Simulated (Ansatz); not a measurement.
## Bands, cutoff and cost in G0W0 for SrTiO3 (I4/mcm)

Wanted: a G0W0 gap for SrTiO3 (I4/mcm) that is converged in bands and cutoff, or an estimate of the limit.

Method: G0W0 on PBE, plane waves, PAW, in Ansatz 0.2.0.

## (1) The starting structure

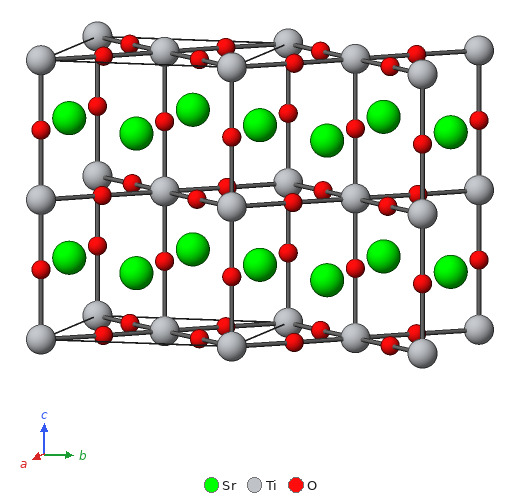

The starting structure, seen slightly off an axis (strontium green, titanium light grey, oxygen red). 1×2×1 cells are drawn. This picture shows the conventional cell, with its axes. Some periodic images of atoms are drawn too.

The cell and positions come from the Crystallography Open Database and are kept as given unless a step says otherwise.

## (2) 310 empty bands, screening to 110 eV

Now the one-shot GW correction: screening in the RPA, then the self-energy of the levels asked for. This step takes hard PAW files.

The input, input.yaml:

```yaml
crystal:
  lattice:
    - [-2.7555, 2.7555, 3.898]
    - [2.7555, -2.7555, 3.898]
    - [2.7555, 2.7555, -3.898]
  atoms:
    - { symbol: Sr, position: [0.75, 0.25, 0.5] }
    - { symbol: Sr, position: [0.25, 0.75, 0.5] }
    - { symbol: Ti, position: [0.0, 0.0, 0.0] }
    - { symbol: Ti, position: [0.5, 0.5, 0.0] }
    - { symbol: O, position: [0.25, 0.25, 0.0] }
    - { symbol: O, position: [0.75, 0.75, 0.0] }
    - { symbol: O, position: [0.7451, 0.2451, 0.9902] }
    - { symbol: O, position: [0.2451, 0.2549, 0.5] }
    - { symbol: O, position: [0.2549, 0.7549, 0.0098] }
    - { symbol: O, position: [0.7549, 0.7451, 0.5] }
kpoints:
  mp_grid: { grid: [4, 4, 4] }
hamiltonian:
  xc: pbe
  pseudopotentials: { kind: paw, source: ansatz }
scf:
  occupations: { method: fixed }
gw:
  n_empty_bands: 310
  ecut_chi: 110.0
  qp_bands: [v3, c3]
  qp_kpoints: band_edges
  screening: { model: contour_deformation }
```

Command:

```sh
ansatz run input.yaml --threads 4 --pin off --max-ram 138240MiB --backend cuda --events-out ev --progress --plain --runs-dir out --devices 1 --max-vram 26GiB
```

Numbers of over 12 decimals in the logs are rounded to 6 here.

The log of the run:

```text
GPUs: using 1 of 1 available (devices: 1).
Engine: ansatz 0.2.0, x86_64-unknown-linux-gnu
Pseudopotentials: kind: paw
Pseudopotential: Sr, paw, valence charge 10, recommended cutoff 350 eV (normal), Sr.paw.azcp
Pseudopotential: Ti, paw, valence charge 12, recommended cutoff 740 eV (normal), Ti.paw.azcp
Pseudopotential: O, paw, valence charge 6, recommended cutoff 930 eV (normal), O.paw.azcp
Functional definition: PBE
  parameter kappa = 0.804
  parameter beta = 0.066725
  exchange = pbe_x(kappa = kappa, mu = beta*pi^2/3)
  correlation = pbe_c(beta = beta)
device memory: the entry about to start is reckoned to put 5.9 GiB on a device that reports 67.7 GiB free (of which the cap on the GPU budget leaves the run 26.0 GiB)
GPU FFT provider: cuFFT
GPU libraries: cuBLAS 13.8.2, cuFFT 12.4.0, cuSOLVER 12.3.4
Crystal: 10 atoms, lattice volume = 118.387 Å³
Basis set: ecut = 930 eV, 7631 PW (Γ)
Bands: 50, of which v1, the nominal top of the filled ones, is band 40 counted from 1 (39 counted from 0)
Symmetry: 16 space group operations
Space group: I4/mcm (ITA 140), of the structure as read, at distance tolerance 4.9e-5 Å
k-points: 13 of 64
Non-local potential: Sr, projectors of the file, l = 0: 2, l = 1: 2, l = 2: 2, l = 3: 1
Non-local potential: Ti, projectors of the file, l = 0: 2, l = 1: 2, l = 2: 2, l = 3: 1
Non-local potential: O, projectors of the file, l = 0: 2, l = 1: 2, l = 2: 1
PAW form: soft (Blöchl's): semilocal exchange-correlation on the pseudo side does not see the compensation charge
PAW one-centre angular grid: Sr, 194 points (default); XC on 64 Gauss nodes
PAW one-centre angular grid: Ti, 590 points (default); XC on 64 Gauss nodes
PAW one-centre angular grid: O, 110 points (default); XC on 64 Gauss nodes
Initial density: superposition of atomic densities (chi_scale 0.1, normalization cell, long waves kept (reshape's long-wave potential 0.00 eV rms))
Initial wavefunctions: pseudopotential atomic-orbital guess
GPU buffer pool allocated for 262144 grid points (all kernels)
GPU transforms: local potential and band sums: pruned to the plane-wave sphere, on 60×60×60
Functional: x = pbe(κ = 0.804, μ = 0.219515), c = pbe(β = 0.066725)
SCF iter   1: F=—  HF=-15514.151118 eV  |F-HF|=—  |Δ(HF+E_count)|=         —  Δρ=8.98e-2  dr2=1.40e1  ethr=3.10e-3  ⟨swp⟩=5.0  Hψ=2186  notcnv=0  defer=77
preconditioner: auto → Resta (q_TF=auto, 2.556 Å⁻¹)  ε∞=4.5  [insulator: Δε(μ)=4.057 eV  Ē_g=14.056 eV  n_scr=26 (ndim 8)  ℏωp=26.4 eV  f_vac=0.000  ε∞_Penn≈4.5]
SCF iter   2: F=—  HF=-15510.662441 eV  |F-HF|=—  |Δ(HF+E_count)|=    3.49e0  Δρ=4.87e-2  dr2=1.87e0  ethr=3.10e-3  ⟨swp⟩=3.9  Hψ=1474  notcnv=0  defer=80
SCF iter   3: F=—  HF=-15510.276106 eV  |F-HF|=—  |Δ(HF+E_count)|=   3.86e-1  Δρ=1.95e-2  dr2=5.15e-1  ethr=2.33e-3  ⟨swp⟩=2.0  Hψ=941  notcnv=0  defer=81
SCF iter   4: F=—  HF=-15510.196437 eV  |F-HF|=—  |Δ(HF+E_count)|=   7.97e-2  Δρ=7.77e-3  dr2=5.50e-2  ethr=6.43e-4  ⟨swp⟩=2.6  Hψ=1014  notcnv=0  defer=88
SCF iter   5: F=—  HF=-15510.200505 eV  |F-HF|=—  |Δ(HF+E_count)|=   4.07e-3  Δρ=4.02e-3  dr2=2.19e-2  ethr=6.88e-5  ⟨swp⟩=3.0  Hψ=1338  notcnv=0  defer=95
SCF iter   6: F=—  HF=-15510.198020 eV  |F-HF|=—  |Δ(HF+E_count)|=   2.49e-3  Δρ=7.21e-4  dr2=7.72e-4  ethr=2.73e-5  ⟨swp⟩=3.0  Hψ=909  notcnv=0  defer=97
SCF iter   7: F=—  HF=-15510.198164 eV  |F-HF|=—  |Δ(HF+E_count)|=   1.44e-4  Δρ=6.42e-4  dr2=6.82e-4  ethr=9.66e-7  ⟨swp⟩=2.2  Hψ=968  notcnv=0  defer=94
SCF iter   8: F=—  HF=-15510.198069 eV  |F-HF|=—  |Δ(HF+E_count)|=   9.49e-5  Δρ=2.55e-4  dr2=9.82e-5  ethr=8.52e-7  ⟨swp⟩=2.0  Hψ=866  notcnv=0  defer=68
SCF iter   9: F=—  HF=-15510.198052 eV  |F-HF|=—  |Δ(HF+E_count)|=   1.72e-5  Δρ=6.28e-5  dr2=5.76e-6  ethr=1.23e-7  ⟨swp⟩=2.1  Hψ=741  notcnv=0  defer=38
SCF iter  10: F=-15510.198051 eV  HF=-15510.198051 eV  |F-HF|=3.90e-9  |Δ(HF+E_count)|=   7.65e-7  Δρ=7.62e-6  dr2=8.52e-8  ethr=1.25e-10  ⟨swp⟩=10.5  Hψ=3194  notcnv=0
SCF 1 converged in 10 iterations: F = -15510.198051 eV  dr2 = 8.52e-8
  greatest PAW one-centre occupation: 0.932 electrons in one spin orbital (limit 2), on the Ti atom at site 3 (counted from 0), in its partial waves of l = 0
device memory: the entry about to start is reckoned to put 7.3 GiB (of the 7.4 GiB reckoned in all, the device holds 0.1 GiB already) on a device that reports 68.5 GiB free (of which the cap on the GPU budget leaves the run 25.9 GiB)
NSCF: frozen V_eff on 13 k-points
the band table was solved once the SCF had ended and its energy, with any forces and stress, was formed, with the checks that follow a solve (2555 applications of the Hamiltonian). They found nothing against the state; the energy, forces and stress were not computed again (output.eigenvalues in the input reference)
device memory: the entry about to start is reckoned to put 7.1 GiB on a device that reports 71.3 GiB free (of which the cap on the GPU budget leaves the run 26.0 GiB)
NSCF: frozen V_eff on 13 k-points
G₀W₀ screening: q 1/13
[... further progress lines ...]
device memory: the entry about to start is reckoned to put 1.4 GiB on a device that reports 63.6 GiB free (of which the cap on the GPU budget leaves the run 26.0 GiB)
NSCF: frozen V_eff on 1 k-points
device memory: the entry about to start is reckoned to put 1.4 GiB on a device that reports 63.6 GiB free (of which the cap on the GPU budget leaves the run 26.0 GiB)
NSCF: frozen V_eff on 1 k-points
SCF converged after 10 iterations
Free energy (F): -15510.198051 eV
Harris-Foulkes:  -15510.198051 eV  (|F-HF|=3.90e-9)
Internal energy: -15510.198051 eV  (E = F + TS)
E sigma→0 (E₀):  -15510.198051 eV
Fermi energy:    10.058875 eV
--- Per-component energies (eV) ---
  E_band       = -404.086689
  E_kinetic    = 2968.026443
  E_local      = -6406.750363  (includes V_loc(G=0)·N_el)
  E_nonlocal   = 1482.087576
  E_hartree    = 1690.638667
  E_xc         = -1298.635898
  E_vxc        = -1538.305164  (∫ρ·V_xc dr)
  E_paw        = -8151.100800  (= ΣΔE_a)
  E_vpaw       = -290.413920  (= ΣTr[D̂ρ^β])
  E_aug_tail   = -0.000037  (compensation charges beyond the density's cutoff)
  E_ewald      = -5794.463639
  E_smearing   = -0.000000  (= −TS)
  E_closure    = -0.000000  (closes the sum)
  Σ components = -15510.198051   (vs F -15510.198051, Δ=0.00e0)
--- Band table (eV; the first three rows and the last of 13) ---
  k-point 0: bands = [... 36 lower, 9.7183, 10.0530, 10.0589, 10.0589, 11.9536, 11.9536, 11.9543, 14.4169, ... 6 higher]
  k-point 1: bands = [... 36 lower, 9.3908, 9.4751, 9.4752, 10.0166, 12.0348, 13.0200, 13.0212, 14.1827, ... 6 higher]
  k-point 2: bands = [... 36 lower, 8.5019, 9.3404, 9.3407, 9.9740, 12.1205, 13.8926, 13.8933, 13.9003, ... 6 higher]
  k-point 12: bands = [... 36 lower, 8.4974, 9.3427, 9.3427, 9.9731, 12.1221, 13.8762, 13.8762, 13.9218, ... 6 higher]
--- G₀W₀: contour deformation, 7 samples at zero and on the imaginary axis and 2 off it, 64 q-points, 310 empty bands' worth ---
  eigenvalues of the whole cell's RPA ε∞ on this k-mesh (on a slab, of 1 + 4πα/V) = 6.1533, 6.1533, 6.1537; static W/v taken at q = 0 is 0.162511
  bands read: the sum over 350 bands ends inside a degenerate multiplet in 1 slot, whose members it reads at an even weight; the widest, k=0: bands 350 to 351 (counted from 1) at 1/2 each
  gw.qp_kpoints: band_edges: 11 of 13 stored k-points solved, in 1 pass; an edge of the gap read off the rows below is read off those points alone
    valence top: of the k-points left out ik 10 came nearest to being solved in a further pass, in band 40 (counted from 1, as in the quasiparticle table): it holds the edge there only if its correction is more favourable than any solved in that band by at least 0.524 eV; those differ by 0.065 eV
    conduction bottom: of the k-points left out ik 10 came nearest to being solved in a further pass, in band 41 (counted from 1, as in the quasiparticle table): it holds the edge there only if its correction is more favourable than any solved in that band by at least 1.024 eV; those differ by 0.071 eV
    ik  band        ε_KS         Σx   Σc(E_QP)       V_xc       Z   E_QP_lin       E_QP  E_QP is
     0    38     10.0530   -26.0701     4.7923   -21.0086  0.7222     9.7823     9.7837  root
     0    39     10.0589   -26.0813     4.7904   -21.0228  0.7222     9.7894     9.7908  root
     0    40     10.0589   -26.0813     4.7904   -21.0228  0.7222     9.7894     9.7908  root
     0    41     11.9536   -12.6444    -6.3503   -20.2731  0.7424    13.2652    13.2320  root
     0    42     11.9536   -12.6444    -6.3503   -20.2731  0.7424    13.2652    13.2320  root
     0    43     11.9543   -12.6398    -6.3553   -20.2744  0.7424    13.2669    13.2337  root
     1    38      9.4751   -26.1081     4.5570   -21.2750  0.7293     9.1976     9.1990  root
     1    39      9.4752   -26.1092     4.5571   -21.2761  0.7293     9.1977     9.1992  root
     1    40     10.0166   -25.9926     4.7898   -20.9289  0.7219     9.7412     9.7427  root
     1    41     12.0348   -12.7897    -6.4656   -20.5563  0.7392    13.3712    13.3358  root
     1    42     13.0200   -14.2069    -6.3484   -21.8599  0.7192    14.3677    14.3247  root
     1    43     13.0212   -14.2097    -6.3487   -21.8634  0.7192    14.3693    14.3262  root
     2    38      9.3404   -26.0974     4.6527   -21.1447  0.7282     9.0386     9.0404  root
     2    39      9.3407   -26.0975     4.6529   -21.1446  0.7282     9.0389     9.0407  root
     2    40      9.9740   -25.9023     4.7872   -20.8359  0.7216     9.6932     9.6948  root
     2    41     12.1205   -12.9599    -6.5900   -20.8750  0.7357    13.4835    13.4456  root
     2    42     13.8926   -14.8646    -6.9809   -23.2042  0.6943    15.3147    15.2513  root
     2    43     13.8933   -14.8591    -6.9821   -23.1993  0.6943    15.3148    15.2514  root
     3    38      9.6549   -25.4896     4.7821   -20.3929  0.7195     9.3382     9.3403  root
     3    39      9.6565   -25.4962     4.7814   -20.4006  0.7195     9.3401     9.3423  root
     3    40      9.8671   -25.8822     4.8117   -20.7802  0.7205     9.5750     9.5768  root
     3    41     12.4924   -13.2911    -6.4054   -20.9905  0.7317    13.8241    13.7865  root
     3    42     12.5792   -13.4969    -6.3029   -21.0850  0.7301    13.9017    13.8643  root
     3    43     12.5801   -13.4999    -6.3032   -21.0886  0.7300    13.9031    13.8657  root
[...]
11    42     13.0867   -14.1948    -6.5961   -22.1263  0.7157    14.4693    14.4221  root
    11    43     13.8941   -14.7749    -7.0501   -23.1885  0.6942    15.3216    15.2576  root
    12    38      9.3427   -26.0972     4.6528   -21.1448  0.7281     9.0412     9.0430  root
    12    39      9.3427   -26.0972     4.6528   -21.1448  0.7281     9.0412     9.0430  root
    12    40      9.9731   -25.9031     4.7874   -20.8364  0.7216     9.6923     9.6939  root
    12    41     12.1221   -12.9628    -6.5903   -20.8786  0.7357    13.4856    13.4476  root
    12    42     13.8762   -14.8369    -6.9989   -23.1982  0.6947    15.3009    15.2387  root
    12    43     13.8762   -14.8369    -6.9989   -23.1982  0.6947    15.3009    15.2387  root
```

It took 34 s on 1 × NVIDIA H100 80GB HBM3 (shared by 3 runs) with 4 threads of AMD EPYC 7R13 (Zen 3), shared host; peak memory 2.1 GiB.

This step gave:

| Item | Value |
| --- | --- |
| bands summed | 350 |
| RPA ε∞ on this mesh (eigenvalues) | 6.153, 6.153, 6.154 |
| plane waves in the screening matrix | 331 |
| q-points in the mesh | 64 |
| G0W0 gap on the mesh | 3.441 eV |
| k of the valence top | 0, 0, 0 |
| k of the conduction bottom | 0, 0, 0 |
| starting gap on the mesh | 1.895 eV |
| Z at the valence top | 0.7222 |
| Z at the conduction bottom | 0.7424 |
| least direct G0W0 gap on the computed points | 3.441 eV |

The gap on the mesh goes from 1.89 eV to 3.44 eV, a correction of +1.55 eV. Between the two edge states, bare exchange in place of the xc potential would open the gap by 12.69 eV, and correlation takes back 11.14 eV.

## (3) 704 empty bands, screening to 190 eV

Another rung: the empty bands reach about as high as the screening cutoff, so the two stay in balance.

Edit input.yaml of step 2 so:

```diff
@@ -24,4 +24,4 @@
 gw:
-  n_empty_bands: 310
-  ecut_chi: 110.0
+  n_empty_bands: 704
+  ecut_chi: 190.0
   qp_bands: [v3, c3]
```

The log of the run:

```text
GPUs: using 1 of 1 available (devices: 1).
[...]
GPU FFT provider: cuFFT
GPU libraries: cuBLAS 13.8.2, cuFFT 12.4.0, cuSOLVER 12.3.4
Crystal: 10 atoms, lattice volume = 118.387 Å³
Basis set: ecut = 930 eV, 7631 PW (Γ)
Bands: 50, of which v1, the nominal top of the filled ones, is band 40 counted from 1 (39 counted from 0)
Symmetry: 16 space group operations
[...]
k-points: 13 of 64
[...]
GPU buffer pool allocated for 262144 grid points (all kernels)
[...]
SCF iter   1: F=—  HF=-15514.151118 eV  |F-HF|=—  |Δ(HF+E_count)|=         —  Δρ=8.98e-2  dr2=1.40e1  ethr=3.10e-3  ⟨swp⟩=5.0  Hψ=2186  notcnv=0  defer=77
[...]
SCF iter  10: F=-15510.198051 eV  HF=-15510.198051 eV  |F-HF|=3.90e-9  |Δ(HF+E_count)|=   7.65e-7  Δρ=7.62e-6  dr2=8.52e-8  ethr=1.25e-10  ⟨swp⟩=10.5  Hψ=3194  notcnv=0
SCF 1 converged in 10 iterations: F = -15510.198051 eV  dr2 = 8.52e-8
[...]
NSCF: frozen V_eff on 13 k-points
[...]
G₀W₀ screening: q 1/13
[... further progress lines ...]
[...]
SCF converged after 10 iterations
Free energy (F): -15510.198051 eV
[...]
Internal energy: -15510.198051 eV  (E = F + TS)
E sigma→0 (E₀):  -15510.198051 eV
Fermi energy:    10.058875 eV
[...]
--- Band table (eV; the first three rows and the last of 13) ---
  k-point 0: bands = [... 36 lower, 9.7183, 10.0530, 10.0589, 10.0589, 11.9536, 11.9536, 11.9543, 14.4169, ... 6 higher]
  k-point 1: bands = [... 36 lower, 9.3908, 9.4751, 9.4752, 10.0166, 12.0348, 13.0200, 13.0212, 14.1827, ... 6 higher]
  k-point 2: bands = [... 36 lower, 8.5019, 9.3404, 9.3407, 9.9740, 12.1205, 13.8926, 13.8933, 13.9003, ... 6 higher]
  k-point 12: bands = [... 36 lower, 8.4974, 9.3427, 9.3427, 9.9731, 12.1221, 13.8762, 13.8762, 13.9218, ... 6 higher]
[...]
0    38     10.0530   -26.0701     4.4975   -21.0086  0.7169     9.4822     9.4889  root
     0    39     10.0589   -26.0813     4.4952   -21.0228  0.7169     9.4890     9.4957  root
     0    40     10.0589   -26.0813     4.4952   -21.0228  0.7169     9.4890     9.4957  root
     0    41     11.9536   -12.6444    -6.5977   -20.2731  0.7392    13.0053    12.9846  root
     0    42     11.9536   -12.6444    -6.5977   -20.2731  0.7392    13.0053    12.9846  root
     0    43     11.9543   -12.6398    -6.6030   -20.2744  0.7392    13.0067    12.9860  root
     1    38      9.4751   -26.1081     4.2545   -21.2750  0.7245     8.8896     8.8965  root
     1    39      9.4752   -26.1092     4.2545   -21.2761  0.7245     8.8898     8.8966  root
[...]
12    40      9.9731   -25.9031     4.4972   -20.8364  0.7164     9.3967     9.4037  root
    12    41     12.1221   -12.9628    -6.8460   -20.8786  0.7324    13.2156    13.1919  root
    12    42     13.8762   -14.8369    -7.2911   -23.1982  0.6901    14.9827    14.9464  root
    12    43     13.8762   -14.8369    -7.2911   -23.1982  0.6901    14.9827    14.9464  root
```

Wall time 69 s (1 × NVIDIA H100 80GB HBM3 (shared by 3 runs) with 4 threads); peak memory 3.8 GiB.

This step gave:

```
bands summed                                 : 744
RPA ε∞ on this mesh (eigenvalues)            : 6.134, 6.134, 6.135
plane waves in the screening matrix          : 725
q-points in the mesh                         : 64
G0W0 gap on the mesh                         : 3.489 eV
k of the valence top                         : 0, 0, 0
k of the conduction bottom                   : 0, 0, 0
starting gap on the mesh                     : 1.895 eV
Z at the valence top                         : 0.7169
Z at the conduction bottom                   : 0.7392
least direct G0W0 gap on the computed points : 3.489 eV
```

Against the run with 4×4×4 mesh, 310 empty bands, screening to 110 eV, hard PAW files, the gap moves by +0.05 eV.

## (4) 1192 empty bands, screening to 270 eV

Edit input.yaml of step 3 so:

```diff
@@ -24,4 +24,4 @@
 gw:
-  n_empty_bands: 704
-  ecut_chi: 190.0
+  n_empty_bands: 1192
+  ecut_chi: 270.0
   qp_bands: [v3, c3]
```

The log of the run:

```text
GPUs: using 1 of 1 available (devices: 1).
[...]
GPU FFT provider: cuFFT
GPU libraries: cuBLAS 13.8.2, cuFFT 12.4.0, cuSOLVER 12.3.4
Crystal: 10 atoms, lattice volume = 118.387 Å³
Basis set: ecut = 930 eV, 7631 PW (Γ)
Bands: 50, of which v1, the nominal top of the filled ones, is band 40 counted from 1 (39 counted from 0)
Symmetry: 16 space group operations
[...]
k-points: 13 of 64
[...]
1    39      9.4752   -26.1092     4.0822   -21.2761  0.7225     8.7124     8.7244  root
[...]
12    40      9.9731   -25.9031     4.3332   -20.8364  0.7141     9.2277     9.2397  root
    12    41     12.1221   -12.9628    -6.9773   -20.8786  0.7309    13.0784    13.0606  root
    12    42     13.8762   -14.8369    -7.4475   -23.1982  0.6880    14.8156    14.7900  root
    12    43     13.8762   -14.8369    -7.4475   -23.1982  0.6880    14.8156    14.7900  root
[key lines of the parts left out:]
SCF converged after 10 iterations
Free energy (F): -15510.198051 eV
Fermi energy:    10.058875 eV
```

It took 2 min on 1 × NVIDIA H100 80GB HBM3 (shared by 3 runs) with 4 threads; peak memory 6.8 GiB; 4 min of CPU time.

Numbers from this step:

```
bands summed                                 : 1232
RPA ε∞ on this mesh (eigenvalues)            : 6.128, 6.128, 6.128
plane waves in the screening matrix          : 1243
G0W0 gap on the mesh                         : 3.529 eV
k of the valence top                         : 0, 0, 0
k of the conduction bottom                   : 0, 0, 0
starting gap on the mesh                     : 1.895 eV
least direct G0W0 gap on the computed points : 3.529 eV
```

Against the run with 4×4×4 mesh, 704 empty bands, screening to 190 eV, hard PAW files, the gap moves by +0.04 eV.

## (5) 1991 empty bands, screening to 380 eV

Edit input.yaml of step 4 so:

```diff
@@ -24,4 +24,4 @@
 gw:
-  n_empty_bands: 1192
-  ecut_chi: 270.0
+  n_empty_bands: 1991
+  ecut_chi: 380
   qp_bands: [v3, c3]
```

The log of the run:

```text
GPUs: using 1 of 1 available (devices: 1).
[...]
GPU FFT provider: cuFFT
GPU libraries: cuBLAS 13.8.2, cuFFT 12.4.0, cuSOLVER 12.3.4
Crystal: 10 atoms, lattice volume = 118.387 Å³
Basis set: ecut = 930 eV, 7631 PW (Γ)
Bands: 50, of which v1, the nominal top of the filled ones, is band 40 counted from 1 (39 counted from 0)
Symmetry: 16 space group operations
[...]
k-points: 13 of 64
[...]
1    39      9.4752   -26.1092     3.9577   -21.2761  0.7213     8.5830     8.5997  root
[...]
12    40      9.9731   -25.9031     4.2152   -20.8364  0.7127     9.1050     9.1217  root
    12    41     12.1221   -12.9628    -7.0717   -20.8786  0.7297    12.9804    12.9661  root
    12    42     13.8762   -14.8369    -7.5615   -23.1982  0.6865    14.6952    14.6760  root
    12    43     13.8762   -14.8369    -7.5615   -23.1982  0.6865    14.6952    14.6760  root
[key lines of the parts left out:]
SCF converged after 10 iterations
Free energy (F): -15510.198051 eV
Fermi energy:    10.058875 eV
```

The job ended after 4.5 min (1 × NVIDIA H100 80GB HBM3 (shared by 3 runs) with 4 threads; peak memory 14 GiB; 8.8 min of CPU time).

Numbers from this step:

| Quantity | Value |
| --- | --- |
| bands summed | 2031 |
| RPA ε∞ on this mesh (eigenvalues) | 6.126, 6.126, 6.126 |
| plane waves in the screening matrix | 1989 |
| G0W0 gap on the mesh | 3.559 eV |
| k of the valence top | 0, 0, 0 |
| k of the conduction bottom | 0, 0, 0 |
| starting gap on the mesh | 1.895 eV |
| least direct G0W0 gap on the computed points | 3.559 eV |

Against the run with 4×4×4 mesh, 1192 empty bands, screening to 270 eV, hard PAW files, the gap moves by +0.03 eV.

(Part 1 of 2 ends here.)

[Paths, hosts, dates, memory and timing lines, banners, echoed tables and standing remarks are left out of the program output.]

[Logs are printed without paths, hosts, clocks, repeated set-up lines and the standing remarks that a program may print on its own settings, such as how far it seeks lower states.]

[Runs of the session that timed out or met a known fault of the program may be left out.]

[Cells called generated may have been cut or substituted from an entry of the Crystallography Open Database or the Materials Project.]

[Hosts, paths, dates, database ids (printed as entryN), source tags and the programs' standing remarks are cut or masked in the printed files.]
